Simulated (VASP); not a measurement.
Band structure of Zn₄S₃Te (ordered alloy cell). All values below come from PBEsol GGA, VASP's PBE PAW potentials (set 64) (plane waves; VASP).

Unless said otherwise, spin-orbit coupling is left out, though it shifts the bands of the heavy elements here.

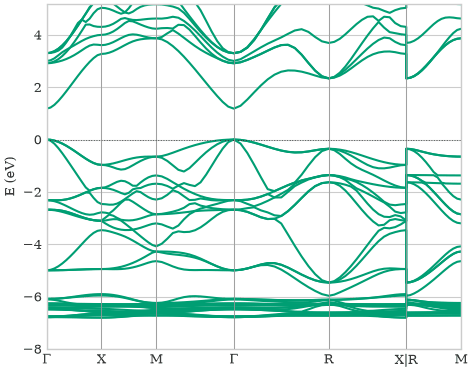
Bands along high-symmetry lines, zero at the valence-band maximum or, without a gap, the Fermi level

**Question.** Read the plot: is there a gap, and where are the band edges?

**Answer.** The gap is direct, 1.18 eV, from the valence maximum at Γ to the conduction minimum at Γ. (Edges off the drawn lines would not show.)

The structure was generated: Zn4S3Te was put into an ordered model structure (P-43m), which need not be its known phase. It was relaxed first.
